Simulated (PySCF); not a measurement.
C₂HCl₃Si (Si(CCH)Cl3)

```xyz
7

Si    0.0080   -0.0175   -0.9883
C     0.0017   -0.0106    0.8203
C     0.0140   -0.0078    2.0360
H     0.0234   -0.0063    3.1124
Cl    1.9337   -0.0163   -1.6636
Cl   -0.9465    1.6411   -1.7007
Cl   -0.9426   -1.6846   -1.6847
```

Geometry: PBE0-D3(BJ)/def2-SVP.

The calculation used PBE0/pcSseg-1, SCF density, gas phase, non-relativistic (PySCF 2.14.0).

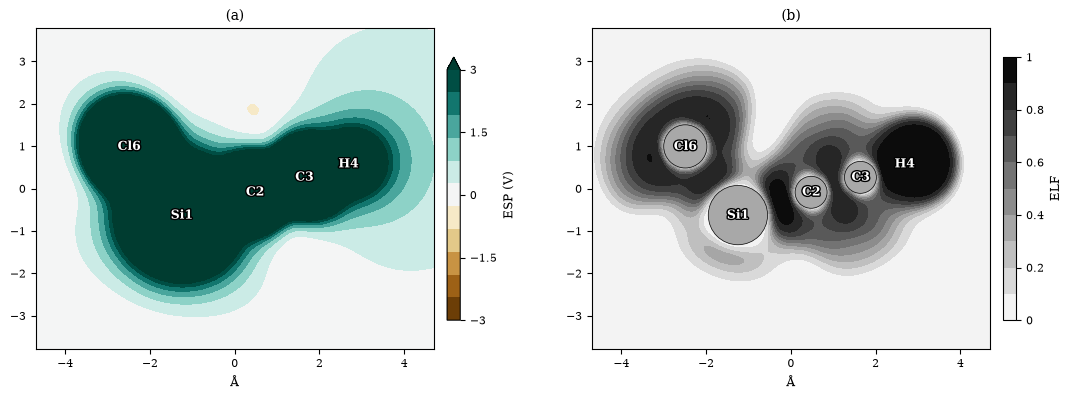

Figure 1. (a) molecular electrostatic potential; (b) ELF on the plane of atoms C2, Si1 and Cl6. Grey discs cover the atomic cores in the ELF map.

**Interpret the plot.**

- Atoms in the plane: Si, C, H and Cl.
- C–C (1.22 Å): the ELF peaks at about 0.85 between the atoms (a multiple bond).
- C–Si (1.81 Å): the ELF peaks at about 0.95 between the atoms: localised, covalent bonding.
- Si–Cl (2.04 Å): the ELF peaks at about 0.90 between the atoms; a polar covalent bond.
- C–H (1.08 Å): the ELF climbs to about 1 towards the hydrogen, as it does in any bond to H: an ordinary covalent bond to hydrogen.
- The ELF also peaks beside Cl6, away from the bonds: lone-pair regions.
- The potential has no marked negative region in this plane.

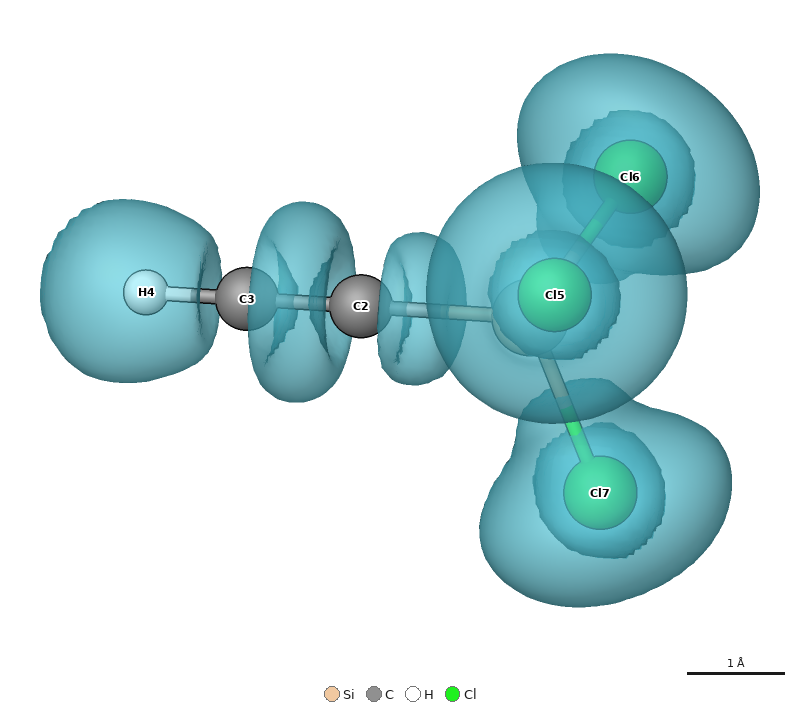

Figure 2. Isosurface of the electron localisation function at 0.75 (cyan), seen at a tilt. Only the valence region is drawn (cores and ρ < 0.01 e/Å³ removed).

**Identify the bonds, lone pairs and shells in this picture.**

The surface consists of one region between bonded C–C atoms (shared pairs), one region between bonded C–Si atoms (shared pairs), one region around a hydrogen nucleus and three regions on Cl in which the atom's valence shell and bonds are merged.

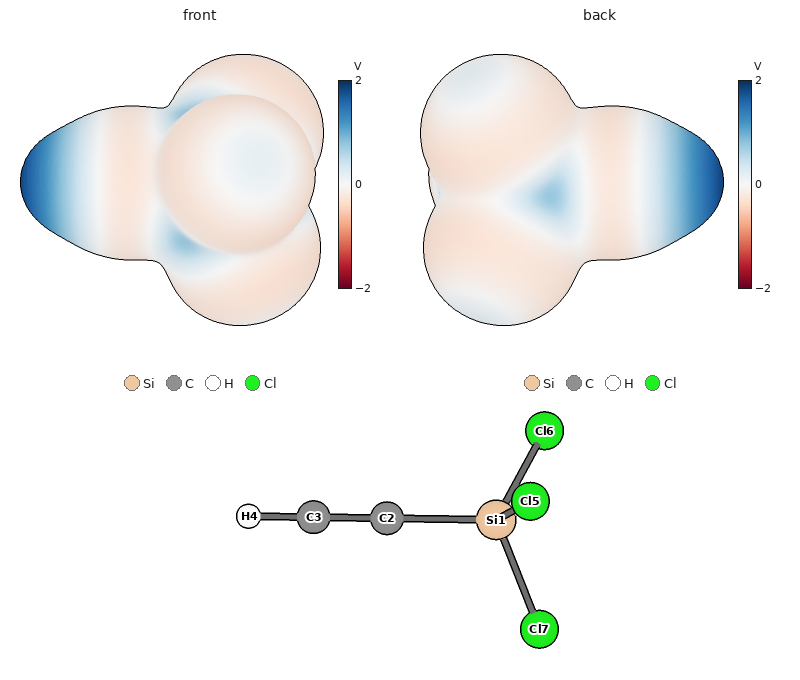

Figure 3. The molecular electrostatic potential painted on the density surface at 0.001 e/bohr³, seen from the front and from behind; red is negative and blue positive. The bare structure is drawn below in the same view.

**Where is the surface potential most negative and most positive?**

The most negative region (about −0.3 V) lies over the C and Cl atoms, the most positive (about +1.8 V, or +42 kcal/mol for a unit charge) over H4.

**What dipole moment does the calculation give?**

Its dipole moment is 2.31 D.
